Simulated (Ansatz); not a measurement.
## Electronic structure of FeH$_{24}$Si$_{17}$ (Si17H24 off sphere) in real space

```xyz
42

Si   -2.0041   -2.7451    2.3751
Si    1.6931   -3.1553    0.3468
Si   -1.6356    3.0282   -2.4765
Si    1.0563   -0.9883   -2.7566
Si   -1.1606   -0.3241   -0.2935
Si    1.0930   -0.2652    2.6834
Si    1.1366    2.5610    0.0881
Si    3.6437    0.1501   -0.1752
Si   -2.9979   -1.1981    0.8960
Si   -2.8186    1.6528   -1.1414
Si    0.0497   -2.2324   -1.0534
Si   -0.3777   -1.7576    3.7719
Si    2.7429   -1.3445    1.4049
Si   -0.4793    0.6802   -3.3066
Si   -0.3816    4.1570   -0.9043
Si    1.9277    0.9030   -1.6265
Si   -0.2324    1.1486    1.3619
Fe   -0.4254    1.5881   -1.1280
H    -3.0493   -3.3747    3.2651
H    -1.3823   -3.8433    1.5510
H     2.6798   -3.9281   -0.4944
H     1.1243   -4.0917    1.3831
H    -1.6370    3.4843   -3.9123
H     1.9942   -1.6676   -3.7308
H     1.7570    0.5946    3.7351
H     2.4071    3.2084    0.5711
H     4.6557   -0.5873   -1.0202
H     4.3657    1.2557    0.5599
H    -3.9339   -1.9393   -0.0278
H    -3.7894   -0.1644    1.6561
H    -3.6947    0.6441   -1.8333
H    -3.5098    2.2258    0.0672
H    -0.8944   -3.2883   -1.5819
H     0.4114   -2.8359    4.4751
H    -1.1212   -0.9705    4.8249
H     3.8062   -1.8347    2.3605
H    -1.8334    0.2413   -3.8322
H     0.1742    1.4480   -4.4404
H     0.5696    5.1574   -1.5098
H    -1.1783    4.7792    0.2099
H     2.6249    1.7643   -2.6581
H    -1.3016    1.8454    2.1630
```

Geometry: PBE-D4/def2-SVP.

Method: RKS PBE0-D4/def2-TZVP in Ansatz.

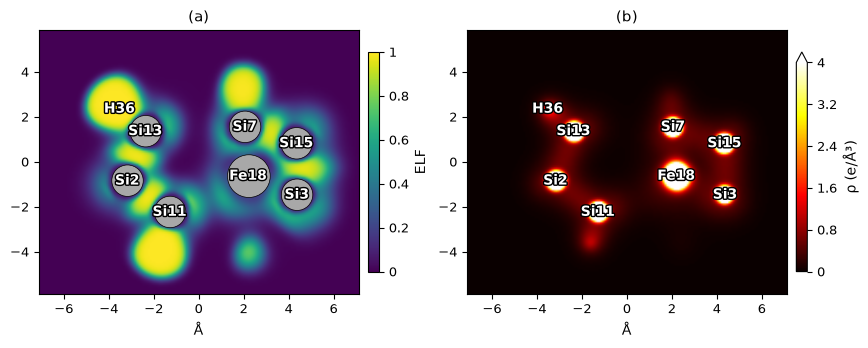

Figure 1. (a) electron localisation function; (b) total electron density on the plane of atoms Si11, Si2 and Si13. Grey discs cover the atomic cores in the ELF map.

> Interpret the plot.

The section cuts through Si, Fe and H sites.
Fe–Si (2.21 Å): ρ at the midpoint is about 0.55 e/Å³; the ELF is about 0.40 at the midpoint.
Si–H (1.51 Å): ρ at the midpoint is about 0.76 e/Å³; the ELF climbs to about 1 towards the hydrogen, as it does in any bond to H.
Si–Si (2.31 Å): ρ is about 0.61 e/Å³ halfway; the ELF peaks at about 0.95 between the atoms; a shared electron pair.
Fe–Si (2.31 Å): ρ is about 0.49 e/Å³ halfway; the ELF peaks at about 0.55 in the valence shell of Si, 1.0 Å from its nucleus, and is about 0.45 at the midpoint.
Si–Si (2.35 Å): ρ is about 0.6 e/Å³ halfway; the ELF peaks at about 1 between the atoms (a covalent bond).

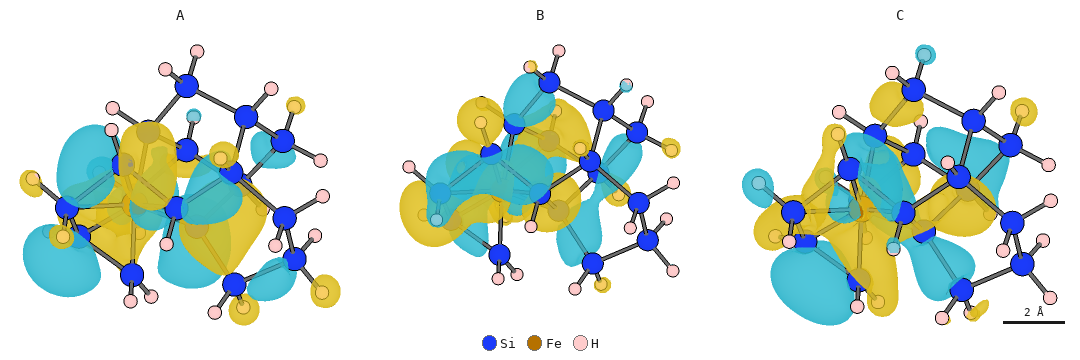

Figure 2. Three frontier orbitals at ±0.05 Å⁻³ᐟ² (yellow and cyan are the two phases), in no order.

> Which picture is the HOMO−1, the HOMO and the LUMO?

B is the HOMO−1 (−6.42 eV). It lies mainly on Fe18 (about 35 %), Si4 (about 10 %), Si14 (about 5 %), Si15 (about 5 %) and Si3 (about 5 %). C is the HOMO (−5.88 eV). By Hirshfeld shares it lies mainly on Fe18 (about 30 %), Si10 (about 15 %), Si3 (about 10 %), Si5 (about 10 %) and Si11 (about 5 %). A is the LUMO (−2.89 eV). By Hirshfeld shares it lies mainly on Fe18 (about 30 %), Si5 (about 15 %), Si3 (about 10 %) and Si7 (about 10 %).

> What is the HOMO–LUMO gap?

2.99 eV between the orbital energies.

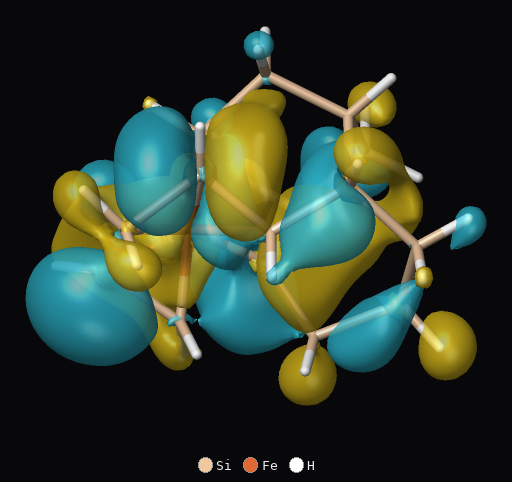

Figure 3. The LUMO at ±0.03 Å⁻³ᐟ² (yellow and cyan are the two phases), seen across its widest extent.

> What is the character of this orbital?

It lies mainly on Fe18 (about 30 %), Si5 (about 15 %), Si3 (about 10 %) and Si7 (about 10 %). Its energy is −2.89 eV.
